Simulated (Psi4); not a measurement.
**InH2O (SMILES [OH][InH]) at USCAN-D4/def2-QZVP (density fitting, core potential)**

Aim: the electrostatic solvation energy at fixed shape (C-PCM, tetrahydrofuran) of InH2O at USCAN-D4/def2-QZVP (density fitting, core potential), from 2 runs. 

The results are computed with Psi4 1.11.

1 further run of the same task is left out (it didn't finish).

## Step 1: Starting point

The species is InH2O (4 atoms), meant as a doublet with charge 0. As SMILES, `[OH][InH]`. The coordinates come from a PBE0-D4/def2-TZVP relaxation.

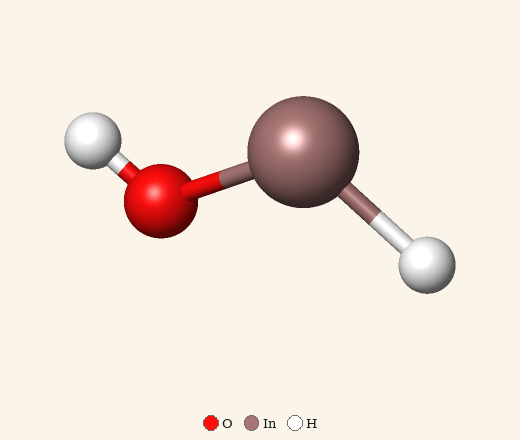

Viewed from a chosen angle; oxygen red, indium brown, hydrogen white.

## Step 2: A single-point energy at USCAN-D4/def2-QZVP (density fitting, core potential)

h2ino.in reads:

```
memory 1600 mb

molecule {
  0 2
  O     -0.298400    -1.020600     0.295000
  In     0.563900     0.746600    -0.088500
  H      0.236800    -1.629400     0.809100
  H     -0.446700     1.843000    -1.036000
  symmetry c1
  no_reorient
  no_com
}

set basis def2-QZVP
set reference uks
set scf_type df

E, wfn = energy("scan-d4", return_wfn=True)
print_variables()
```

Command:

```bash
$ psi4 h2ino.in h2ino.out -n 1
```

h2ino.out, shortened:

```text
[...]
    !!!  WARNING: ECP capability is in beta. Please check occupations closely.  !!!
[...]
  Running in c1 symmetry.
[...]
  Nuclear repulsion =   60.887027745392608
[...]
  Multiplicity = 2
[...]
  Nalpha       = 16
  Nbeta        = 15
[...]
    Number of basis functions: 199
[...]
   @DF-UKS iter   1:  -266.16454374512892   -7.05895e-01   5.40752e-03 DIIS/ADIIS
[...]
   @DF-UKS iter  11:  -266.60958877489821   -3.73223e-08   5.76308e-07 DIIS
[...]
   @S^2 Observed:                7.583533519E-01
[...]
    Orbital Energies [Eh]
    ---------------------
    Alpha Occupied:
       1A    -18.937572     2A     -4.625071     3A     -3.024976
       4A     -3.017097     5A     -3.013356     6A     -0.922530
       7A     -0.708864     8A     -0.705340     9A     -0.702336
      10A     -0.702288    11A     -0.695213    12A     -0.432454
      13A     -0.354677    14A     -0.294566    15A     -0.263930
      16A     -0.192652
    Alpha Virtual:
      17A     -0.080647    18A     -0.014550    19A      0.025375
      20A      0.065505    21A      0.074171    22A      0.078785
      23A      0.100730    24A      0.106181    25A      0.114921
[...]
  @DF-UKS Final Energy:  -266.60958877489821
   => Energetics <=
    Nuclear Repulsion Energy =             60.8870277453926079
    One-Electron Energy =                -561.6213871186366760
    Two-Electron Energy =                 260.2084633378862009
    DFT Exchange-Correlation Energy =     -26.0834952622914678
    Empirical Dispersion Energy =          -0.0001974772488996
    VV10 Nonlocal Energy =                  0.0000000000000000
    Total Energy =                       -266.6095887748982136
[...]
 Multipole Moments:
 ------------------------------------------------------------------------------------
     Multipole            Electronic (a.u.)      Nuclear  (a.u.)        Total (a.u.)
 ------------------------------------------------------------------------------------
 L = 1.  Multiply by 2.5417464519 to convert [e a0] to [Debye]
 Dipole X            :        -16.7895949           17.4701401            0.6805452
 Dipole Y            :        -14.3520376           14.6026697            0.2506320
 Dipole Z            :         -0.3170679            0.5189188            0.2018509
 Magnitude           :                                                    0.7527961
[...]
```

It took 22 s on 1 thread of Intel Xeon 6975P-C (Granite Rapids), shared host; peak memory 1.3 GiB.

## Step 3: A single-point energy at USCAN-D4/def2-QZVP (density fitting, core potential, C-PCM tetrahydrofuran)

input.inp reads:

```
memory 1.6 GB

molecule {
  0 2
  O     -0.298400    -1.020600     0.295000
  In     0.563900     0.746600    -0.088500
  H      0.236800    -1.629400     0.809100
  H     -0.446700     1.843000    -1.036000
  symmetry c1
  no_reorient
  no_com
}

set basis def2-QZVP
set reference uks
set scf_type df
set pcm true

pcm = {
  Units = Angstrom
  Medium {
    SolverType = CPCM
    Solvent = THF
  }
  Cavity {
    Type = GePol
    RadiiSet = UFF
    Scaling = False
    Area = 0.4
    Mode = Implicit
  }
}

result, w = energy("scan-d4", return_wfn=True)
print_variables()
```

Command:

```bash
$ psi4 -n 1 input.inp input.out
```

input.out, shortened:

```text
[...]
    !!!  WARNING: ECP capability is in beta. Please check occupations closely.  !!!
[...]
  Running in c1 symmetry.
[...]
  Nuclear repulsion =   60.887027745392608
[...]
  Multiplicity = 2
[...]
  Nalpha       = 16
  Nbeta        = 15
[...]
    Number of basis functions: 199
[...]
   @DF-UKS iter   1:  -266.18127296431260   -6.83201e-01   5.39885e-03 ADIIS/DIIS
[...]
   @DF-UKS iter  10:  -266.61887318714167   -1.44283e-07   4.32951e-07 DIIS
[...]
   @S^2 Observed:                7.579523888E-01
[...]
    Orbital Energies [Eh]
    ---------------------
    Alpha Occupied:
       1A    -18.934067     2A     -4.614970     3A     -3.014653
       4A     -3.007041     5A     -3.003606     6A     -0.920287
       7A     -0.698535     8A     -0.695018     9A     -0.692745
      10A     -0.692437    11A     -0.685974    12A     -0.428234
      13A     -0.348133    14A     -0.291709    15A     -0.264708
      16A     -0.182143
    Alpha Virtual:
      17A     -0.062854    18A     -0.007155    19A      0.036969
      20A      0.072428    21A      0.083068    22A      0.084857
      23A      0.105539    24A      0.119874    25A      0.120155
[...]
  @DF-UKS Final Energy:  -266.61887318714167
   => Energetics <=
    Nuclear Repulsion Energy =             60.8870277453926079
    One-Electron Energy =                -561.5865536567515619
    Two-Electron Energy =                 260.1851892289051307
    DFT Exchange-Correlation Energy =     -26.0931942870295757
    Empirical Dispersion Energy =          -0.0001974772488996
    VV10 Nonlocal Energy =                  0.0000000000000000
    PCM Polarization Energy =              -0.0111447404094342
    Total Energy =                       -266.6188731871416735
[...]
 Multipole Moments:
 ------------------------------------------------------------------------------------
     Multipole            Electronic (a.u.)      Nuclear  (a.u.)        Total (a.u.)
 ------------------------------------------------------------------------------------
 L = 1.  Multiply by 2.5417464519 to convert [e a0] to [Debye]
 Dipole X            :        -16.4967427           17.4701401            0.9733974
 Dipole Y            :        -14.2174691           14.6026697            0.3852005
 Dipole Z            :         -0.2419868            0.5189188            0.2769320
 Magnitude           :                                                    1.0828542
[...]
```

Run time: 24 s. Hardware: 1 thread of Intel Xeon 6975P-C (Granite Rapids), shared host; peak memory 1.3 GiB.

## Step 4: Results

At USCAN-D4/def2-QZVP (density fitting, core potential):

| quantity | value |
| --- | --- |
| gas phase: total energy | -266.60959 Eh |
| gas phase: dipole moment | 1.91 D |
| gas phase: HOMO energy (highest over α and β) | -5.24 eV |
| gas phase: LUMO energy (lowest over α and β) | -3.53 eV |
| gas phase: dispersion energy | -0.52 kJ/mol |
| gas phase: ⟨S²⟩ | 0.758 |
| C-PCM, tetrahydrofuran: total energy | -266.61887 Eh |
| C-PCM, tetrahydrofuran: dipole moment | 2.75 D |
| C-PCM, tetrahydrofuran: HOMO energy (highest over α and β) | -4.96 eV |
| C-PCM, tetrahydrofuran: LUMO energy (lowest over α and β) | -3.21 eV |
| C-PCM, tetrahydrofuran: dispersion energy | -0.52 kJ/mol |
| C-PCM, tetrahydrofuran: solvent term in the energy | -29.3 kJ/mol |
| C-PCM, tetrahydrofuran: ⟨S²⟩ | 0.758 |
| energy change from gas to solvent at fixed shape | -0.253 eV |

The solvent model (C-PCM, tetrahydrofuran) lowers the energy by 0.25 eV (−5.8 kcal/mol) at the same shape. It holds the electrostatic part alone, without cavity or dispersion terms.
